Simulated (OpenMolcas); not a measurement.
Multiconfigurational calculation for Co²⁺ complex (part 2 of 2)

Continued. System: Co²⁺ with 6 ligands (F; octahedron, 1.996 Å), embedded in LiF by model potentials and point charges, whose field is part of the energies. Method: state-averaged CASSCF, active space 7 electrons in the shell 3d, basis ANO-RCC-VDZP on the metal and ANO-RCC-VDZP on the ligands, DKH2 scalar Hamiltonian, spin-orbit coupling by RASSI with atomic mean-field integrals (OpenMolcas).

### Output (extracts), continued
```
--- RASSI ---
SPIN-FREE ENERGIES:
  (Shifted by EMIN (a.u.) =      -1992.0511051000)

 SF State       Relative EMIN(au)   Rel lowest level(eV)    D:o, cm**(-1)

     1             0.0000000000        0.0000000000              0.0000
     2             0.0000000000        0.0000000000              0.0000
     3             0.0000000000        0.0000000000              0.0000
     4             0.0377933717        1.0284100347           8294.6863
     5             0.0377933717        1.0284100347           8294.6863
     6             0.0377933717        1.0284100347           8294.6863
    11             0.0584892593        1.5915738259          12836.9086
    12             0.0584892593        1.5915738259          12836.9086
     7             0.0819312434        2.2294627105          17981.8294
    13             0.0903355450        2.4581554056          19826.3604
    14             0.0903355450        2.4581554056          19826.3604
    15             0.0903355450        2.4581554056          19826.3604
    16             0.0925467148        2.5183244026          20311.6561
    17             0.0925467148        2.5183244026          20311.6561
    18             0.0925467148        2.5183244026          20311.6561
    10             0.1140937479        3.1046490418          25040.6833
     9             0.1140937479        3.1046490418          25040.6833
     8             0.1140937479        3.1046490418          25040.6833
    19             0.1181131348        3.2140221305          25922.8367
    20             0.1181131348        3.2140221305          25922.8367
    21             0.1181131348        3.2140221305          25922.8367
    22             0.1196979128        3.2571461375          26270.6553
    23             0.1358288914        3.6960924283          29810.9959
    24             0.1358288914        3.6960924283          29810.9959
    25             0.1358288914        3.6960924283          29810.9959
    26             0.1407763127        3.8307186182          30896.8293
    27             0.1407763127        3.8307186182          30896.8293
    28             0.1407763127        3.8307186182          30896.8293
    29             0.1507701294        4.1026642246          33090.2186
    30             0.1507701294        4.1026642246          33090.2186
    31             0.1673667937        4.5542824691          36732.7654
    32             0.1673667937        4.5542824691          36732.7654
    33             0.1673667937        4.5542824691          36732.7654
    34             0.1726266546        4.6974105756          37887.1714
    35             0.1726266546        4.6974105756          37887.1714
    36             0.1726266546        4.6974105756          37887.1714
    37             0.1746145791        4.7515047551          38323.4704
    38             0.1746145791        4.7515047551          38323.4704
    39             0.2162760276        5.8851705220          47467.1014
    40             0.2162760276        5.8851705220          47467.1014
Eigenvalues of complex Hamiltonian:
   -----------------------------------
  (Shifted by EMIN (a.u.) =      -1992.0511051000)

 SO State       Relative EMIN(au)   Rel lowest level(eV)    D:o, cm**(-1)

     1            -0.0030491699        0.0000000000              0.0000
     2            -0.0030491699        0.0000000000              0.0000
     3            -0.0014196086        0.0443426240            357.6474
     4            -0.0014196086        0.0443426240            357.6474
     5            -0.0014196086        0.0443426239            357.6474
     6            -0.0014196086        0.0443426239            357.6474
     7             0.0012434395        0.1168078536            942.1189
     8             0.0012434395        0.1168078536            942.1189
     9             0.0012434395        0.1168078536            942.1189
    10             0.0012434395        0.1168078536            942.1189
    11             0.0016286317        0.1272894663           1026.6588
    12             0.0016286317        0.1272894663           1026.6588
    13             0.0371566706        1.0940566549           8824.1620
    14             0.0371566706        1.0940566549           8824.1620
    15             0.0373414376        1.0990844213           8864.7137
    16             0.0373414376        1.0990844213           8864.7137
    17             0.0373414376        1.0990844213           8864.7137
    18             0.0373414376        1.0990844213           8864.7137
    19             0.0378572319        1.1131198994           8977.9175
    20             0.0378572319        1.1131198994           8977.9175
    21             0.0378572319        1.1131198994           8977.9175
    22             0.0378572319        1.1131198994           8977.9175
    23             0.0387278757        1.1368113243           9169.0017
    24             0.0387278757        1.1368113243           9169.0017
    25             0.0583891091        1.6718207411          13484.1436
    26             0.0583891091        1.6718207411          13484.1436
    27             0.0583891091        1.6718207410          13484.1436
    28             0.0583891091        1.6718207410          13484.1436
    29             0.0818955061        2.3114623891          18643.2015
    30             0.0818955061        2.3114623891          18643.2015
    31             0.0818955061        2.3114623891          18643.2015
    32             0.0818955061        2.3114623891          18643.2015
    33             0.0891155425        2.5079295869          20227.8163
    34             0.0891155425        2.5079295869          20227.8163
    35             0.0891155425        2.5079295875          20227.8163
    36             0.0891155425        2.5079295875          20227.8163
    37             0.0914758997        2.5721581789          20745.8548
    38             0.0914758997        2.5721581789          20745.8548
    39             0.0926775304        2.6048562167          21009.5823
    40             0.0926775304        2.6048562167          21009.5823
    41             0.0926775304        2.6048562163          21009.5823
Weights of the five most important spin-orbit-free states for each spin-orbit state.

 SO State  Total energy (au)           Spin-free states, spin, and weights
 -------------------------------------------------------------------------------------------------------
    1        -0.003049       1 1.5  0.3326    2 1.5  0.3326    3 1.5  0.3326   22 0.5  0.0006    6 1.5  0.0004
    2        -0.003049       1 1.5  0.3326    2 1.5  0.3326    3 1.5  0.3326   22 0.5  0.0006    6 1.5  0.0004
    3        -0.001420       3 1.5  0.5581    2 1.5  0.2997    1 1.5  0.1368    4 1.5  0.0016    5 1.5  0.0014
    4        -0.001420       3 1.5  0.4716    2 1.5  0.4288    1 1.5  0.0942    4 1.5  0.0015    5 1.5  0.0015
    5        -0.001420       1 1.5  0.5756    2 1.5  0.2314    3 1.5  0.1877    6 1.5  0.0016    5 1.5  0.0013
    6        -0.001420       1 1.5  0.5196    2 1.5  0.3663    3 1.5  0.1087    6 1.5  0.0015    5 1.5  0.0014
    7         0.001243       3 1.5  0.5077    2 1.5  0.3824    1 1.5  0.0994    6 1.5  0.0041   12 0.5  0.0024
    8         0.001243       3 1.5  0.5014    2 1.5  0.3899    1 1.5  0.0982    6 1.5  0.0041   12 0.5  0.0024
    9         0.001243       1 1.5  0.5592    2 1.5  0.2779    3 1.5  0.1525    4 1.5  0.0037    5 1.5  0.0029
   10         0.001243       1 1.5  0.5626    2 1.5  0.2691    3 1.5  0.1578    4 1.5  0.0037    5 1.5  0.0029
   11         0.001629       1 1.5  0.3328    2 1.5  0.3328    3 1.5  0.3328    6 1.5  0.0004    5 1.5  0.0004
   12         0.001629       1 1.5  0.3328    2 1.5  0.3328    3 1.5  0.3328    6 1.5  0.0004    5 1.5  0.0004
```

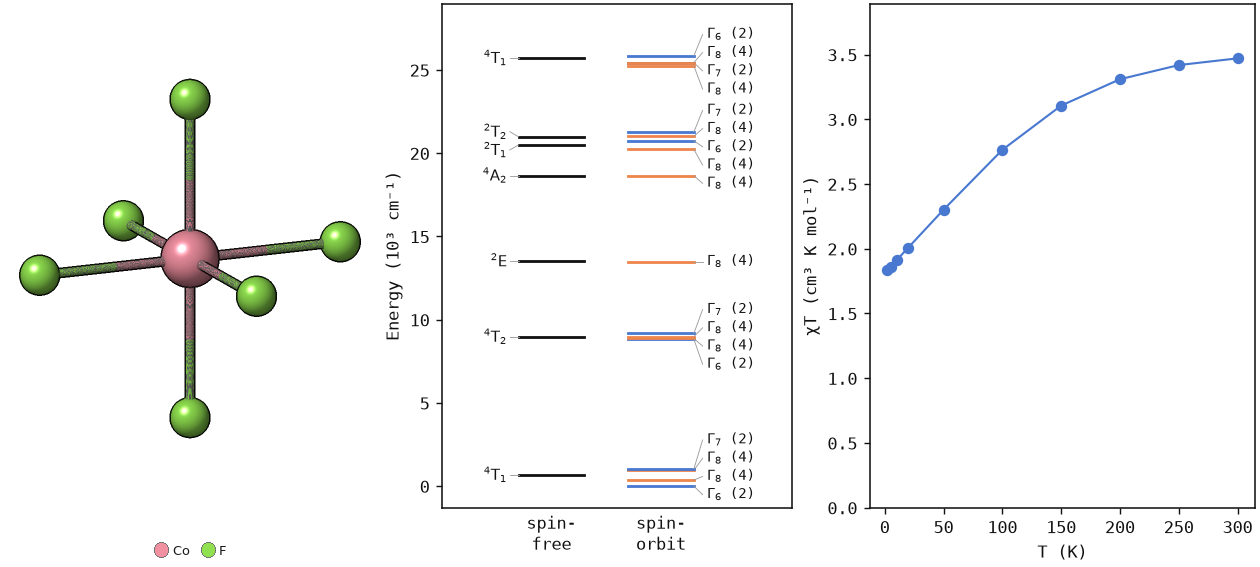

Figure 1. Co²⁺ (3d⁷) as a dopant in LiF, a cluster with its 6 nearest F⁻ at 1.996 Å (octahedron) embedded in model potentials and point charges; the geometry was set, not optimised, and its levels and susceptibility. Labels give the representation in O, Td, D4 or D3 as the site allows (double group for half-integer spin) where it could be assigned and, in brackets, the degeneracy; spin-free states, where drawn, share the zero of the spin-orbit levels. Powder susceptibility by Van Vleck's formula. The ground level is Γ₆, a Kramers doublet, 100 % from states of spin multiplicity 4. Its principal g values are 4.40, 4.40 and 4.40, isotropic. The next level lies at 358 cm⁻¹ (Γ₈). The lowest spin-free state is ⁴T₁, from the free-ion F term; of the same spin there follow at 8,290 cm⁻¹ (⁴T₂), 18,000 cm⁻¹ (⁴A₂) and 25,000 cm⁻¹ (⁴T₁) above it. χT is 1.83 cm³ K mol⁻¹ at 2 K and 3.47 at 300 K, an effective moment of 5.27 μB. The active orbitals hold 94 to 98 % metal character (Löwdin), and the Mulliken charge of the metal is +1.45.

### Input file
```
&GATEWAY
Basis set
Co.ANO-RCC-VDZP.
Co1 0.0 0.0 0.0 Angstrom
End of basis
Basis set
F.ANO-RCC-VDZP.
L1 1.996000 0.000000 0.000000 Angstrom
L2 0.000000 1.996000 0.000000 Angstrom
L3 0.000000 0.000000 1.996000 Angstrom
End of basis
Basis set
Li.EMB-AIMP.Seijo.0s.0s.ECP.LiF.
PseudoCharge
* 67 symmetry-unique lattice sites within 7.6 angstrom
End of basis
Basis set
F.EMB-AIMP.Seijo.0s.0s.ECP.LiF.
PseudoCharge
* 55 symmetry-unique lattice sites within 7.6 angstrom
End of basis
Symmetry
XYZ
AngMom=0.0 0.0 0.0
AMFI
RICD
XField
973 Angstrom 0
* Evjen-weighted lattice charges
&SEWARD
&RASSCF
FileOrb=start.orb
Symmetry=1
Spin=4
nActEl=7 0 0
Inactive=18 21
Ras2=5 0
CIRoot=10 10 1
SDav=10
CIMx=300
Iter=150 100
PrWF=0.3
OrbListing=Nothing
MaxOrb=0
LevShft=1.0
>>> COPY $Project.JobIph JOB001
&RASSCF
FileOrb=start.orb
Symmetry=1
Spin=2
nActEl=7 0 0
Inactive=18 21
Ras2=5 0
CIRoot=40 40 1
SDav=40
CIMx=300
Iter=150 100
PrWF=0.3
OrbListing=Nothing
MaxOrb=0
LevShft=1.0
>>> COPY $Project.JobIph JOB002
&RASSI
NrOfJobIphs=2 10 40
1 2 3 4 5 6 7 8 9 10
1 2 3 4 5 6 7 8 9 10 11 12 13 14 15 16 17 18 19 20 21 22 23 24 25 26 27
28 29 30 31 32 33 34 35 36 37 38 39 40
IphNames
JOB001
JOB002
EJob
SpinOrbit
DIPRint=1.0
SOCoupling=1000.0
Subsets=2
Property=9
'ANGMOM' 1 'ANGMOM' 2 'ANGMOM' 3 'MLTPL  1' 1 'MLTPL  1' 2 'MLTPL  1' 3
'AMFI' 1 'AMFI' 2 'AMFI' 3
SOProperty=3
'ANGMOM' 1 'ANGMOM' 2 'ANGMOM' 3
```

The file start.orb holds starting orbitals from an earlier step. A driver script formed the levels outside the program, from RASSI's spin-orbit matrix and the active-space energies, averaged over the components of each term or state.

Command:
```bash
OMP_NUM_THREADS=1 MOLCAS_MEM=2457 MOLCAS_PROJECT=a pymolcas a.inp > a.log  # once for each step of the input, in one work folder
```

### Key numbers

```tsv
quantity	value
outcome	converged
energy of the lowest spin-free term	−1992.05111 hartree
energy of the lowest spin-orbit level	−1992.05415 hartree
largest spread among components of a term	0.0 cm⁻¹
hardware	1 thread of Arm Neoverse V1, 24 GiB of memory available, shared host
wall time	19 s
peak memory	0.18 GiB
```

### Notes

Without dynamic correlation the splittings between terms come out too large, often by 20 to 50 %. Caveats: small active space favours high spin, ground spin may be wrong; the geometry is set by hand, with no relaxation.
